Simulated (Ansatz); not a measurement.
# NaCl (Halite): given cell or relaxed cell?

Aim: gaps of NaCl (Halite) at the database cell and after a full relaxation.

Method: PBE, HSE06 and G0W0, plane waves, PAW, in Ansatz 0.2.0.

## Step 1: The starting structure

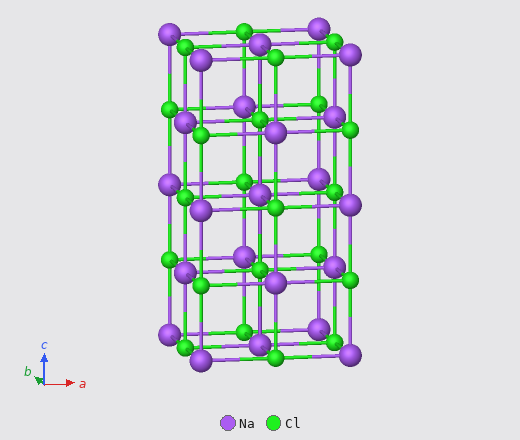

The cell as given, slightly off an axis (sodium purple, chlorine green). 1×1×2 cells are drawn. This picture shows the conventional cell, with its axes. Some periodic images of atoms are drawn too.

Structure file:

```cif
data_structure
_symmetry_space_group_name_H-M 'Fm-3m'
_symmetry_Int_Tables_number 225
_cell_length_a 5.6401
_cell_length_b 5.6401
_cell_length_c 5.6401
_cell_angle_alpha 90.000
_cell_angle_beta 90.000
_cell_angle_gamma 90.000
_cell_volume 179.42
loop_
_atom_site_label
_atom_site_type_symbol
_atom_site_symmetry_multiplicity
_atom_site_Wyckoff_symbol
_atom_site_fract_x
_atom_site_fract_y
_atom_site_fract_z
_atom_site_occupancy
Na1 Na 4 a 0.00000 0.00000 0.00000 1
Cl1 Cl 4 b 0.50000 0.00000 0.00000 1
```

The cell and positions come from the Crystallography Open Database and are kept as given unless a step says otherwise. The default PAW set here is soft_2. Its files were made with PBE.

## Step 2: PBE bands at the given cell

Levels along a band path, at the cheap level, show where the edges lie and whether the meshes to come will hold them.

This step: DFT, PBE, plane waves, PAW.

input.yaml

```yaml
crystal:
  lattice:
    - [0.0, 2.82005, 2.82005]
    - [2.82005, 0.0, 2.82005]
    - [2.82005, 2.82005, 0.0]
  atoms:
    - { symbol: Na, position: [0.0, 0.0, 0.0] }
    - { symbol: Cl, position: [0.5, 0.5, 0.5] }
kpoints:
  mp_grid: { grid: [8, 8, 8] }
  band_path:
    path:
      - [[0.0, 0.0, 0.0], [0.5, 0.0, 0.5], [0.625, 0.25, 0.625]]
      - [[0.375, 0.375, 0.75], [0.0, 0.0, 0.0], [0.5, 0.5, 0.5], [0.5, 0.25, 0.75], [0.5, 0.0, 0.5]]
    npoints: 10
hamiltonian:
  xc: pbe
scf:
  occupations: { method: fermi_dirac, width: 0.02 }
  n_extra_bands: 4
output:
  eigenvalues: true
  write_density: true
  write_potential: true
  elf: true
  volumetric_format: npy
```

Started as:

```console
$ ansatz run input.yaml --threads 3 --pin off --max-ram 92160MiB --backend cuda --events-out ev --progress --plain --runs-dir out --devices 1 --max-vram 13GiB
```

Numbers of over 12 decimals in the logs are rounded to 6 here.

Output:

```text
scf.n_extra_bands = 4 over 8 filled bands (N_el = 16.0): the run solves 12 bands
GPUs: using 1 of 1 available (devices: 1).
Engine: ansatz 0.2.0, x86_64-unknown-linux-gnu
Pseudopotentials: kind: paw
Pseudopotential: Na, paw, valence charge 9, recommended cutoff 420 eV (normal), Na.paw.azcp
Pseudopotential: Cl, paw, valence charge 7, recommended cutoff 420 eV (normal), Cl.paw.azcp
Functional definition: PBE
  parameter kappa = 0.804
  parameter beta = 0.066725
  exchange = pbe_x(kappa = kappa, mu = beta*pi^2/3)
  correlation = pbe_c(beta = beta)
device memory: the entry about to start is reckoned to put 0.7 GiB on a device that reports 69.8 GiB free (of which the cap on the GPU budget leaves the run 13.0 GiB)
GPU FFT provider: cuFFT
GPU libraries: cuBLAS 13.8.2, cuFFT 12.4.0, cuSOLVER 12.3.4
Crystal: 2 atoms, lattice volume = 44.854 Å³
Basis set: ecut = 420 eV, 893 PW (Γ)
Bands: 12, of which v1, the nominal top of the filled ones, is band 8 counted from 1 (7 counted from 0)
Symmetry: 48 space group operations
Space group: Fm-3m (ITA 225), of the structure as read, at distance tolerance 3.6e-5 Å
k-points: 29 of 512
Non-local potential: Na, projectors of the file, l = 0: 3, l = 1: 2, l = 2: 1
Non-local potential: Cl, projectors of the file, l = 0: 2, l = 1: 2, l = 2: 2
PAW form: soft (Blöchl's): semilocal exchange-correlation on the pseudo side does not see the compensation charge
PAW one-centre angular grid: Na, 110 points (default); XC on 64 Gauss nodes
PAW one-centre angular grid: Cl, 110 points (default); XC on 64 Gauss nodes
Initial density: superposition of atomic densities (neutral atoms: chi_scale 0, normalization atom), corrected by the library's trained network
Initial wavefunctions: pseudopotential atomic-orbital guess
GPU buffer pool allocated for 19683 grid points (all kernels)
GPU transforms: local potential and band sums: pruned to the plane-wave sphere, on 25×27×27
Functional: x = pbe(κ = 0.804, μ = 0.219515), c = pbe(β = 0.066725)
SCF iter   1: F=—  HF=-2569.552055 eV  |F-HF|=—  |Δ(HF+E_count)|=         —  Δρ=9.59e-4  dr2=5.78e-4  ethr=1.77e-3  ⟨swp⟩=5.9  Hψ=2046  notcnv=0
preconditioner: auto → none  [insulator: Δε(μ)=5.105 eV  Ē_g=20.933 eV  σ=0.020 eV  W_gap=1.00  n_scr=14 (ndim 8)  ℏωp=20.7 eV  f_vac=0.033  D(μ)=0.00/eV (n_scr^D=0)  ε∞_Penn≈2.0]
SCF iter   2: F=—  HF=-2569.552188 eV  |F-HF|=—  |Δ(HF+E_count)|=   1.34e-4  Δρ=1.07e-3  dr2=7.83e-4  ethr=3.61e-6  ⟨swp⟩=2.0  Hψ=836  notcnv=0
SCF iter   3: F=—  HF=-2569.551982 eV  |F-HF|=—  |Δ(HF+E_count)|=   2.06e-4  Δρ=5.33e-4  dr2=2.00e-4  ethr=3.61e-6  ⟨swp⟩=2.0  Hψ=404  notcnv=0
SCF iter   4: F=—  HF=-2569.551923 eV  |F-HF|=—  |Δ(HF+E_count)|=   5.90e-5  Δρ=2.06e-4  dr2=3.03e-5  ethr=1.25e-6  ⟨swp⟩=2.3  Hψ=418  notcnv=0
SCF iter   5: F=—  HF=-2569.551937 eV  |F-HF|=—  |Δ(HF+E_count)|=   1.40e-5  Δρ=4.91e-5  dr2=1.67e-6  ethr=1.90e-7  ⟨swp⟩=2.0  Hψ=442  notcnv=0
SCF iter   6: F=—  HF=-2569.551937 eV  |F-HF|=—  |Δ(HF+E_count)|=   2.93e-7  Δρ=2.96e-5  dr2=6.40e-7  ethr=1.04e-8  ⟨swp⟩=1.1  Hψ=357  notcnv=0
SCF iter   7: F=—  HF=-2569.551937 eV  |F-HF|=—  |Δ(HF+E_count)|=   1.66e-7  Δρ=1.37e-5  dr2=1.35e-7  ethr=4.00e-9  ⟨swp⟩=2.0  Hψ=460  notcnv=0
SCF iter   8: F=-2569.551937 eV  HF=-2569.551937 eV  |F-HF|=7.94e-9  |Δ(HF+E_count)|=   4.14e-8  Δρ=3.88e-6  dr2=1.08e-8  ethr=6.25e-10  ⟨swp⟩=2.1  Hψ=673  notcnv=0
SCF 1 converged in 8 iterations: F = -2569.551937 eV  dr2 = 1.08e-8
[...]
device memory: the entry about to start is reckoned to put 0.8 GiB on a device that reports 65.4 GiB free (of which the cap on the GPU budget leaves the run 13.0 GiB)
NSCF: frozen V_eff on 62 k-points, pencils in batches of 32, up to order 56
SCF converged after 8 iterations
Free energy (F): -2569.551937 eV
Harris-Foulkes:  -2569.551937 eV  (|F-HF|=7.94e-9)
Internal energy: -2569.551937 eV  (E = F + TS)
E sigma→0 (E₀):  -2569.551937 eV
Fermi energy:    3.675351 eV
--- Per-component energies (eV) ---
  E_band       = -234.655094
  E_kinetic    = 283.102259
  E_local      = -1529.746539  (includes V_loc(G=0)·N_el)
  E_nonlocal   = 143.577964
  E_hartree    = 539.288152
  E_xc         = -147.093869
  E_vxc        = -173.387772  (∫ρ·V_xc dr)
  E_paw        = -922.542926  (= ΣΔE_a)
  E_vpaw       = -36.779073  (= ΣTr[D̂ρ^β])
  E_aug_tail   = 0.000073  (compensation charges beyond the density's cutoff)
  E_ewald      = -936.137051
  E_smearing   = -0.000000  (= −TS)
  E_closure    = -0.000000  (closes the sum)
  Σ components = -2569.551937   (vs F -2569.551937, Δ=0.00e0)
--- Band table (eV; the first three rows and the last of 29) ---
  k-point 0: bands = [... 4 lower, -11.5515, 1.1045, 1.1045, 1.1045, 6.2117, 12.1378, 12.1378, 12.1378]
  k-point 1: bands = [... 4 lower, -11.5050, 0.7368, 1.0640, 1.0640, 6.7071, 11.6194, 12.3267, 12.3267]
  k-point 2: bands = [... 4 lower, -11.3894, 0.0103, 0.9692, 0.9692, 7.6809, 11.0791, 12.4096, 12.4096]
  k-point 28: bands = [... 4 lower, -11.1531, -0.0801, -0.0801, 0.3535, 9.9018, 10.7759, 10.7759, 12.4155]
```

It took 6.7 s on 1 × NVIDIA H100 80GB HBM3 (shared by 6 runs) with 3 threads of AMD EPYC 7R13 (Zen 3), shared host; peak memory 0.88 GiB.

In the SCF lines HF is the Harris–Foulkes energy and dr2 the Hartree energy of the density residual, in eV; the loop may stop once dr2 is under the threshold and the program's other checks hold. Hψ counts applications of the Hamiltonian.

This step gave:

| Property | Result |
| --- | --- |
| filled bands | 8 |
| gap | 5.107 eV |
| valence top at | Γ |
| conduction bottom at | Γ |
| least direct gap | 5.107 eV |

The gap is direct, at Γ.

## Step 3: The relaxed cell

Cell and ions were relaxed with PBE; that run is not shown. It left this cell:

The structure is cubic, space group Fm-3m (No. 225). Conventional cell: a = 5.695 Å, b = 5.695 Å, c = 5.695 Å, α = 90.00°, β = 90.00°, γ = 90.00°. Na has 6 Cl at 2.85 Å nearest. Cl has 6 Na at 2.85 Å nearest. Farther neighbours and most contacts between anions are not listed.

## Step 4: PBE at the relaxed cell

The cell differs from the one that the last finished run ended in (a 3.988 → 4.027 Å, b 3.988 → 4.027 Å, c 3.988 → 4.027 Å).

input.yaml, the sections that differ from step 2:

```yaml
crystal:
  lattice:
    - [0.0, 2.847494635, 2.847494635]
    - [2.847494635, 0.0, 2.847494635]
    - [2.847494635, 2.847494635, 0.0]
  atoms:
    - { symbol: Na, position: [0.0, 0.0, 0.0] }
    - { symbol: Cl, position: [0.5, 0.5, 0.5] }
output:
  eigenvalues: true
# kpoints, hamiltonian, scf: as in step 2
```

Output:

```text
[...]
GPUs: using 1 of 1 available (devices: 1).
[...]
GPU FFT provider: cuFFT
GPU libraries: cuBLAS 13.8.2, cuFFT 12.4.0, cuSOLVER 12.3.4
Crystal: 2 atoms, lattice volume = 46.176 Å³
Basis set: ecut = 420 eV, 893 PW (Γ)
Bands: 12, of which v1, the nominal top of the filled ones, is band 8 counted from 1 (7 counted from 0)
[... 1 set-up line as in the run before ...]
[...]
k-points: 29 of 512
[...]
Fermi energy:    3.404407 eV
[...]
--- Band table (eV; the first three rows and the last of 29) ---
  k-point 0: bands = [... 4 lower, -11.7051, 0.8878, 0.8878, 0.8878, 5.8850, 11.8927, 11.8927, 11.8927]
  k-point 1: bands = [... 4 lower, -11.6623, 0.5364, 0.8498, 0.8498, 6.3686, 11.3695, 12.0741, 12.0741]
  k-point 2: bands = [... 4 lower, -11.5564, -0.1583, 0.7606, 0.7606, 7.3391, 10.7924, 12.1364, 12.1364]
  k-point 28: bands = [... 4 lower, -11.3386, -0.2409, -0.2409, 0.1736, 9.5657, 10.4832, 10.4832, 12.0554]
[key lines of the parts left out:]
SCF converged after 8 iterations
Free energy (F): -2569.554978 eV
```

It took 7.5 s on 1 × NVIDIA H100 80GB HBM3 (shared by 6 runs) with 3 threads; peak memory 0.87 GiB; 2.9 s of CPU time.

Numbers from this step:

```
gap                  : 4.997 eV
valence top at       : Γ
conduction bottom at : Γ
least direct gap     : 4.997 eV
```

The gap is direct, at Γ.

## Step 5: HSE06 at the relaxed cell

The screened hybrid is the usual rung above semilocal functionals: a quarter of exact exchange, cut off beyond a few ångström.

This step: DFT, HSE06, plane waves, PAW.

input.yaml, the sections that differ from step 4:

```yaml
kpoints:
  mp_grid: { grid: [4, 4, 4] }
  band_path:
    path:
      - [0.0, 0.0, 0.0]
      - [0.5, 0.0, 0.5]
      - [0.625, 0.25, 0.625]
      - [0.375, 0.375, 0.75]
      - [0.5, 0.5, 0.5]
      - [0.5, 0.25, 0.75]
    npoints: 1
hamiltonian:
  xc: hse06
scf:
  occupations: { method: fixed }
  n_extra_bands: 4
# crystal, output: as in step 4
```

Output:

```text
[...]
GPUs: using 1 of 1 available (devices: 1).
[...]
davidson cushion auto → on  (no smearing: the cushion is to keep the highest requested band from converging to the state above it; pin scf.eigensolver.cushion to override)
[...]
GPU FFT provider: cuFFT
GPU libraries: cuBLAS 13.8.2, cuFFT 12.4.0, cuSOLVER 12.3.4
Crystal: 2 atoms, lattice volume = 46.176 Å³
Basis set: ecut = 420 eV, 893 PW (Γ)
[...]
E sigma→0 (E₀):  -2570.495449 eV
Fermi energy:    -0.101023 eV
[...]
--- Band table (eV; the first three rows and the last of 8) ---
  k-point 0: bands = [... 4 lower, -13.8758, -0.1010, -0.1010, -0.1010, 6.2622, 12.4117, 12.4117, 12.4117]
  k-point 1: bands = [... 4 lower, -13.7149, -1.1912, -0.2383, -0.2383, 7.7426, 11.2614, 12.6959, 12.6959]
  k-point 2: bands = [... 4 lower, -13.5449, -2.0461, -0.3686, -0.3686, 8.4586, 11.9007, 12.2648, 12.2648]
  k-point 7: bands = [... 4 lower, -13.4762, -1.3078, -1.3078, -0.8557, 10.1084, 10.9305, 10.9305, 12.6393]
[key lines of the parts left out:]
Free energy (F): -2570.495449 eV
```

It took 16 s on 1 × NVIDIA H100 80GB HBM3 (shared by 6 runs) with 3 threads; peak memory 1 GiB; 12 s of CPU time.

Numbers from this step:

```yaml
gap: 6.363 eV
valence_top_at: Γ
conduction_bottom_at: Γ
least_direct_gap: 6.363 eV
```

The gap stands +1.37 eV against PBE.

## Step 6: G0W0 at the relaxed cell

Now the one-shot GW correction: screening in the RPA, then the self-energy of the levels asked for.

This step: G0W0 on PBE, plane waves, PAW.

input.yaml

```yaml
crystal:
  lattice:
    - [0.0, 2.847494635, 2.847494635]
    - [2.847494635, 0.0, 2.847494635]
    - [2.847494635, 2.847494635, 0.0]
  atoms:
    - { symbol: Na, position: [0.0, 0.0, 0.0] }
    - { symbol: Cl, position: [0.5, 0.5, 0.5] }
kpoints:
  mp_grid: { grid: [6, 6, 6] }
hamiltonian:
  xc: pbe
scf:
  occupations: { method: fixed }
gw:
  n_empty_bands: 137
  ecut_chi: 120
  qp_bands: [v2, c2]
  qp_kpoints: band_edges
  screening: { model: contour_deformation }
```

Output:

```text
GPUs: using 1 of 1 available (devices: 1).
[...]
GPU FFT provider: cuFFT
GPU libraries: cuBLAS 13.8.2, cuFFT 12.4.0, cuSOLVER 12.3.4
Crystal: 2 atoms, lattice volume = 46.176 Å³
Basis set: ecut = 420 eV, 893 PW (Γ)
Bands: 12, of which v1, the nominal top of the filled ones, is band 8 counted from 1 (7 counted from 0)
[... 1 set-up line as in the run before ...]
[...]
k-points: 16 of 216
[...]
1    10     11.1237    -3.6401    -3.4429    -8.1467  0.8450    12.1993    12.1873  root
[...]
13     7      0.1823   -20.1601     2.6019   -15.5525  0.7951    -1.8782    -1.8234  root
    13     8      0.4881   -20.5364     2.5415   -16.0393  0.7961    -1.5168    -1.4675  root
    13     9      9.0957    -5.7798    -3.4113   -10.3122  0.8440    10.2289    10.2168  root
    13    10     10.0126    -3.9226    -3.2952    -8.1916  0.8481    10.9954    10.9864  root
[key lines of the parts left out:]
SCF converged after 7 iterations
Free energy (F): -2569.554958 eV
Fermi energy:    0.887919 eV
```

The job ended after 18 s (1 × NVIDIA H100 80GB HBM3 (shared by 6 runs) with 3 threads; peak memory 1.1 GiB).

Numbers from this step:

* bands summed: 145
* RPA ε∞ on this mesh (eigenvalues): 2.315, 2.315, 2.315
* plane waves in the screening matrix: 137
* G0W0 gap on the mesh: 7.703 eV
* k of the valence top: 0, 0, 0
* k of the conduction bottom: 0, 0, 0
* starting gap on the mesh: 4.997 eV
* least direct G0W0 gap on the computed points: 7.703 eV

The gap on the mesh goes from 5.00 eV to 7.70 eV, a correction of +2.71 eV. Between the two edge states, bare exchange in place of the xc potential would open the gap by 8.25 eV, and correlation takes back 5.55 eV.

## Step 7: G0W0 at the given cell

input.yaml, the sections that differ from step 6:

```yaml
crystal:
  lattice:
    - [0.0, 2.82005, 2.82005]
    - [2.82005, 0.0, 2.82005]
    - [2.82005, 2.82005, 0.0]
  atoms:
    - { symbol: Na, position: [0.0, 0.0, 0.0] }
    - { symbol: Cl, position: [0.5, 0.5, 0.5] }
gw:
  n_empty_bands: 133
  ecut_chi: 120
  qp_bands: [v2, c2]
  qp_kpoints: band_edges
  screening: { model: contour_deformation }
# kpoints, hamiltonian, scf: as in step 6
```

Output:

```text
GPUs: using 1 of 1 available (devices: 1).
[...]
GPU FFT provider: cuFFT
GPU libraries: cuBLAS 13.8.2, cuFFT 12.4.0, cuSOLVER 12.3.4
Crystal: 2 atoms, lattice volume = 44.854 Å³
Basis set: ecut = 420 eV, 893 PW (Γ)
Bands: 12, of which v1, the nominal top of the filled ones, is band 8 counted from 1 (7 counted from 0)
[... 1 set-up line as in the run before ...]
[...]
k-points: 16 of 216
[...]
1    10     11.3796    -3.7310    -3.4829    -8.2883  0.8454    12.4658    12.4540  root
[...]
13     7      0.3627   -20.2042     2.6106   -15.5885  0.7967    -1.6952    -1.6424  root
    13     8      0.6826   -20.5805     2.5471   -16.0803  0.7976    -1.3179    -1.2705  root
    13     9      9.4595    -5.8757    -3.4586   -10.4636  0.8442    10.6008    10.5889  root
    13    10     10.2616    -4.0074    -3.3324    -8.3231  0.8485    11.2538    11.2449  root
[key lines of the parts left out:]
SCF converged after 8 iterations
Free energy (F): -2569.551913 eV
Fermi energy:    1.104588 eV
```

Wall time 17 s (1 × NVIDIA H100 80GB HBM3 (shared by 6 runs) with 3 threads); peak memory 1.1 GiB; 24 s of CPU time.

Numbers from this step:

* bands summed: 141
* RPA ε∞ on this mesh (eigenvalues): 2.338, 2.338, 2.338
* plane waves in the screening matrix: 137
* G0W0 gap on the mesh: 7.812 eV
* k of the valence top: 0, 0, 0
* k of the conduction bottom: 0, 0, 0
* starting gap on the mesh: 5.107 eV
* least direct G0W0 gap on the computed points: 7.812 eV

The gap on the mesh goes from 5.11 eV to 7.81 eV, a correction of +2.70 eV. Between the two edge states, bare exchange in place of the xc potential would open the gap by 8.30 eV, and correlation takes back 5.59 eV.

## Step 8: Together

G0W0 rows are gaps on the mesh, lowered by the amount that the mesh misses the start's edges, a rough step that assumes the same correction there.

| level | given cell (eV) | relaxed cell (eV) | change (eV) |
| --- | --- | --- | --- |
| PBE | 5.11 | 5.00 | −0.11 |
| HSE06 | - | 6.36 | - |
| G0W0@PBE | 7.81 | 7.70 | −0.11 |

## Step 9: Results

```json
{
  "volume change": "+2.9 %",
  "PBE, given cell": "5.11 eV",
  "PBE, relaxed cell": "5.00 eV",
  "HSE06, relaxed cell": "6.36 eV",
  "G0W0@PBE, relaxed cell": "7.70 eV",
  "G0W0@PBE, given cell": "7.81 eV",
  "known limits": "not at the basis limit"
}
```

**Reading.** Relaxation changes the volume by +2.9 % and the gap by −0.11 eV (PBE) and −0.11 eV (G0W0@PBE). Bands and cutoff are finite, so the gap is not at the basis limit. The miss can reach some tenths of an eV and take either sign; the mesh is an error of its own.

[Paths, hosts, dates, memory and timing lines, banners, echoed tables and standing remarks are left out of the program output.]

[Logs are printed without paths, hosts, clocks, repeated set-up lines and the standing remarks that a program may print on its own settings, such as how far it seeks lower states.]

[Runs of the session that timed out or met a known fault of the program may be left out.]

[Cells called generated may have been cut or substituted from an entry of the Crystallography Open Database or the Materials Project.]

[Hosts, paths, dates, database ids (printed as entryN), source tags and the programs' standing remarks are cut or masked in the printed files.]
